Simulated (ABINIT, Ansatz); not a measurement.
# Li2H6Pt (Fm-3m): G0W0 with ABINIT, start to end, part 3 of 3

How does a plane-wave GW calculation on Li2H6Pt (Fm-3m) run from the first input to the gap?

ABINIT 10.8.3; LDA and many-body steps on it, plane waves. Known limits of the many-body steps: not at the basis limit; no spin polarisation; d states lean on the start; no spin-orbit coupling.

So far. Step 4 (Empty states on the mesh, 4×4×4 mesh, 142 bands): On this mesh the gap is 2.757 eV. The earlier step found 2.594 eV, so this mesh misses an edge. Step 5 (Screening, 4×4×4 mesh, 134 bands, screening to 176.9 eV): Local fields lower ε∞ by 19 %.

## Step 6: Self-energy, 4×4×4 mesh, 134 bands, screening to 176.9 eV

The self-energy is evaluated for the states that the input lists, and the levels follow from it, in one-shot runs by the linearised quasiparticle equation.

This step: G0W0 on LDA, plane waves, norm-conserving pseudopotentials.

run.abi reads:

```
acell 3*1.0 Angstrom
rprim 
  -0.000000000000 3.324927160000 3.324927160000
  3.324927160000 0.000000000000 3.324927160000
  3.324927160000 3.324927160000 0.000000000000
ntypat 3
znucl 3 1 78
natom 9
typat 1 1 2 2 2 2 2 2 3
xred 
  0.750000000000 0.750000000000 0.750000000000
  0.250000000000 0.250000000000 0.250000000000
  0.754787880000 0.754787880000 0.245212120000
  0.245212120000 0.754787880000 0.245212120000
  0.754787880000 0.245212120000 0.245212120000
  0.245212120000 0.245212120000 0.754787880000
  0.754787880000 0.245212120000 0.754787880000
  0.245212120000 0.754787880000 0.754787880000
  0.000000000000 0.000000000000 0.000000000000
pp_dirpath "pseudos"
pseudos "Li.upf, H.upf, Pt.upf"
ecut 34
ngkpt 4 4 4
nshiftk 1
shiftk 0 0 0
kptopt 1
chksymbreak 0
istwfk *1
occopt 1
irdwfk 1
optdriver 4
nband 134
gwcalctyp 0
ecutsigx 34
symsigma 1
nkptgw 3
kptgw 
  -0.2500000000 0.2500000000 0.0000000000
  0.5000000000 0.5000000000 0.0000000000
  0.0000000000 0.0000000000 0.0000000000
bdgw 
  14 17
  14 17
  13 19
ecuteps 6.5
irdscr 1
ppmodel 1
indata_prefix "in"
outdata_prefix "out"
tmpdata_prefix "tmp"
```

Command:

```bash
OMP_NUM_THREADS=1 mpirun -n 4 abinit run.abi > log
```

Numbers of over 12 decimals in the logs are rounded to 6 here.

The program printed:

```text
.Version 10.8.3 of ABINIT. v10.8.2 released Aug 2026.

 Symmetries : space group Fm -3 m (#225); Bravais cF (face-center cubic)
[... echo of the input left out ...]
== DATASET  1 ==================================================================
-   mpi_nproc: 4, omp_nthreads: 1 (-1 if OMP is not activated)

--- !DatasetInfo
iteration_state: {dtset: 1, }
dimensions: {natom: 9, nkpt: 8, mband: 134, nsppol: 1, nspinor: 1, nspden: 1, mpw: 4723, }
cutoff_energies: {ecut:  34.0, pawecutdg:  -1.0, }
electrons: {nelect:   3.00000000E+01, charge:   0.00000000E+00, occopt:   1.00000000E+00, tsmear:   1.00000000E-02, }

 SIGMA: Calculation of the GW corrections

 Based on a program developped by R.W. Godby, V. Olevano, G. Onida, and L. Reining.
 Incorporated in ABINIT by V. Olevano, G.-M. Rignanese, and M. Torrent.
.Using double precision arithmetic ; gwpc =  8

[... cell and pseudopotentials left out ...]
--------------------------------------------------------------------------------

 ==== K-mesh for the wavefunctions ====
 Number of points in the irreducible wedge :     8
[... list of points left out ...]
 Together with 48 symmetry operations and time-reversal symmetry
 yields    64 points in the full Brillouin Zone.

 ==== Q-mesh for screening function ====
 Number of points in the irreducible wedge :     8
[... list of points left out ...]
 Together with 48 symmetry operations and time-reversal symmetry
 yields    64 points in the full Brillouin Zone.

 vcoul_init : cutoff-mode = AUXILIARY_FUNCTION
 q-points for optical limit:   1
     1)      0.000010    0.000020    0.000030
 setmesh: FFT mesh size selected  =    48x   48x   48
          total number of points  =       110592

 Number of electrons calculated from density =   30.0000; Expected =   30.0000
 average of density, n =  0.060471
 r_s =    1.5805
 omega_plasma =   23.7208 [eV]

 === KS Band Gaps ===
  >>>> For spin  1
   Minimum direct gap =   4.3344 [eV], located at k-point      :   0.5000  0.5000  0.0000
   Fundamental gap    =   2.7574 [eV], Top of valence bands at :  -0.2500  0.2500  0.0000
                                       Bottom of conduction at :   0.5000  0.5000  0.0000
 SIGMA fundamental parameters:
 PLASMON POLE MODEL  1
 number of plane-waves for SigmaX                 4693
 number of plane-waves for SigmaC and W            411
 number of plane-waves for wavefunctions          4693
 number of bands                                   134
 number of independent spin polarizations            1
 number of spinorial components                      1
 number of k-points in IBZ                           8
 number of q-points in IBZ                           8
 number of symmetry operations                      48
 number of k-points in BZ                           64
 number of q-points in BZ                           64
 number of frequencies for dSigma/dE                 9
 frequency step for dSigma/dE [eV]                0.25
 number of omega for Sigma on real axis              0
 max omega for Sigma on real axis  [eV]           0.00
 zcut for avoiding poles [eV]                     0.10

 EPSILON^-1 parameters (SCR file):
 dimension of the eps^-1 matrix on file            411
 dimension of the eps^-1 matrix used               411
 number of plane-waves for wavefunctions          4693
 number of bands                                   134
 number of q-points in IBZ                           8
 number of frequencies                               2
 number of real frequencies                          1
 number of imag frequencies                          1

 matrix elements of self-energy operator (all in [eV])

 Perturbative Calculation

--- !SelfEnergy_ee
iteration_state: {dtset: 1, }
kpoint     : [  -0.250,    0.250,    0.000, ]
spin       : 1
KS_gap     :    5.309
QP_gap     :    7.342
Delta_QP_KS:    2.034
data: !SigmaeeData |
     Band     E0 <VxcDFT>   SigX SigC(E0)      Z dSigC/dE  Sig(E)    E-E0       E
       14   0.295 -14.786 -18.648   2.686   0.798  -0.253 -15.725  -0.939  -0.643
       15   1.410 -12.321 -15.301   1.675   0.810  -0.234 -13.379  -1.057   0.353
       16   6.719 -12.843  -8.443  -3.211   0.822  -0.217 -11.867   0.976   7.695
       17   6.814 -13.436  -8.908  -3.238   0.817  -0.224 -12.382   1.054   7.867

--- !SelfEnergy_ee
iteration_state: {dtset: 1, }
kpoint     : [   0.500,    0.500,    0.000, ]
spin       : 1
KS_gap     :    4.334
QP_gap     :    6.500
Delta_QP_KS:    2.165
data: !SigmaeeData |
     Band     E0 <VxcDFT>   SigX SigC(E0)      Z dSigC/dE  Sig(E)    E-E0       E
       14  -0.167 -11.272 -14.761   2.043   0.804  -0.244 -12.435  -1.163  -1.330
       15  -0.167 -11.272 -14.761   2.043   0.804  -0.244 -12.435  -1.163  -1.330
       16   4.168 -13.847 -10.031  -2.600   0.825  -0.213 -12.844   1.003   5.170
       17   8.851 -11.444  -6.662  -3.597   0.827  -0.209 -10.464   0.980   9.831

--- !SelfEnergy_ee
iteration_state: {dtset: 1, }
kpoint     : [   0.000,    0.000,    0.000, ]
spin       : 1
KS_gap     :    6.656
QP_gap     :    8.798
Delta_QP_KS:    2.142
data: !SigmaeeData |
     Band     E0 <VxcDFT>   SigX SigC(E0)      Z dSigC/dE  Sig(E)    E-E0       E
       13   1.147 -12.176 -15.367   1.799   0.806  -0.241 -13.298  -1.122   0.025
       14   1.147 -12.176 -15.367   1.799   0.806  -0.241 -13.298  -1.122   0.025
       15   1.147 -12.176 -15.367   1.799   0.806  -0.241 -13.298  -1.122   0.025
       16   7.803 -10.408  -5.308  -3.870   0.829  -0.206  -9.388   1.020   8.823
       17   8.657 -10.863  -6.051  -3.540   0.832  -0.202  -9.805   1.058   9.715
       18   8.657 -10.863  -6.051  -3.540   0.832  -0.202  -9.805   1.058   9.715
       19   8.657 -10.863  -6.051  -3.540   0.832  -0.202  -9.805   1.058   9.715

== END DATASET(S) ==============================================================
================================================================================

 -outvars: echo values of variables after computation  --------
           etotal      0.0000000000E+00
            nband         134
             nkpt           8
          spgroup         225
 [... the other variables as echoed above ...]

 Calculation completed.
```

Wall time 63 s (4 MPI ranks of Arm Neoverse V1, shared host); peak memory 1.7 GiB.

This step gave:

```yaml
g0w0_gap_on_the_points_computed: 4.817 eV
starting_gap_on_the_mesh: 2.757 eV
k_of_the_valence_top: -0.25, 0.25, 0
k_of_the_conduction_bottom: 0.5, 0.5, 0
z_at_the_valence_top: 0.81
z_at_the_conduction_bottom: 0.825
least_direct_g0w0_gap_on_the_computed_points: 6.5 eV
```

The gap on the mesh goes from 2.76 eV to 4.82 eV, a correction of +2.06 eV. The start differs from the 2.59 eV found before because the two sample other k points.

Limits: finite bands, cutoff and mesh; no spin polarisation; d states lean on the start; no spin-orbit coupling. v1 is the top filled band, c1 the lowest empty one. Levels before and after the correction, in eV, zero at the valence-band top of each column:

|  | conduction bottom | valence top |
| --- | --- | --- |
| Kohn-Sham | 2.76 | 0.00 |
| G0W0 | 4.82 | 0.00 |

|  | level | energy (eV) |
| --- | --- | --- |
| Kohn-Sham | (-0.25 0.25 0) v2 | -1.115 |
| Kohn-Sham | (-0.25 0.25 0) v1 | 0.000 |
| Kohn-Sham | (-0.25 0.25 0) c1 | 5.309 |
| Kohn-Sham | (-0.25 0.25 0) c2 | 5.404 |
| Kohn-Sham | (0.5 0.5 0) v2-v1 | -1.577 |
| Kohn-Sham | (0.5 0.5 0) c1 | 2.757 |
| Kohn-Sham | (0.5 0.5 0) c2 | 7.441 |
| G0W0 | (-0.25 0.25 0) v2 | -0.996 |
| G0W0 | (-0.25 0.25 0) v1 | 0.000 |
| G0W0 | (-0.25 0.25 0) c1 | 7.342 |
| G0W0 | (-0.25 0.25 0) c2 | 7.514 |
| G0W0 | (0.5 0.5 0) v2-v1 | -1.683 |
| G0W0 | (0.5 0.5 0) c1 | 4.817 |
| G0W0 | (0.5 0.5 0) c2 | 9.478 |

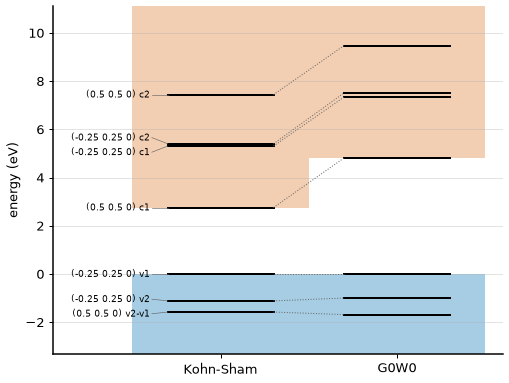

Levels before and after the correction. Shaded: valence and conduction bands.

## Step 7: Where the time went

Times are wall times on 4 MPI ranks of Arm Neoverse V1, shared host, good to a factor of about two.

| step | time | share | memory (GiB) |
| --- | --- | --- | --- |
| ground state | 22 s | 6 % | 0.36 |
| bands along the symmetry lines | 17 s | 5 % | 0.31 |
| empty states on the mesh | 2.5 min | 42 % | 5.0 |
| screening | 1.8 min | 30 % | 1.8 |
| self-energy | 63 s | 18 % | 1.7 |

## Step 8: Summary of results

| Property | Result |
| --- | --- |
| LDA gap | 2.58 eV, indirect |
| G0W0 gap on the mesh | 4.82 eV |
| G0W0 gap over the zone (rigid shift) | 4.64 eV |
| GW settings | 4×4×4 mesh, 134 bands, screening to 176.9 eV, Godby-Needs plasmon pole |
| known limits | not at the basis limit; no spin polarisation; d states lean on the start; no spin-orbit coupling |

**Reading.** G0W0 moves the gap on the mesh from 2.76 eV to 4.82 eV (+2.06 eV), with Z of 0.81 and 0.82 at the edges. The mesh misses the band edges by 0.18 eV in all; a rigid shift gives 4.64 eV for the zone. Local fields lower the RPA ε∞ on this mesh from 5.18 to 4.22. Only 3 of the mesh's irreducible points were corrected, so a valley elsewhere could overtake. Bands and cutoff are finite, so the gap is not at the basis limit. The miss can reach some tenths of an eV and take either sign; the mesh is an error of its own. In the G0W0 run levels were corrected at 3 k points alone, so a gap called «on the mesh» is the least over those, and an edge elsewhere would be missed. A denser mesh or path gives a starting gap of 2.58 eV: the GW mesh misses a band edge, so its gaps are not the fundamental one. The runs have no spin polarisation. For a closed low-spin shell that is the natural state; where a d or f shell is open it is a constraint, and the gap is then not the crystal's own. With d states at the gap, one-shot GW leans hard on its start. The many-body steps are scalar-relativistic: spin-orbit coupling is not in them.

[Paths, hosts, dates, memory and timing lines, banners, echoed tables and standing remarks are left out of the program output.]

[Logs are printed without paths, hosts, clocks, repeated set-up lines and the standing remarks that a program may print on its own settings, such as how far it seeks lower states.]

[Runs of the session that timed out or met a known fault of the program may be left out.]

[Hosts, paths, dates, database ids (printed as entryN), source tags and the programs' standing remarks are cut or masked in the printed files.]

[G0W0 gaps are taken among the corrected bands and points alone; a level outside them can change the order at an edge.]

[Where Ansatz stands beside ABINIT at settings called matched, ABINIT's density can come from a denser mesh and the files from another edition; pairs whose starting gaps differed by over 0.03 eV were left out, so agreement reads better than it is.]
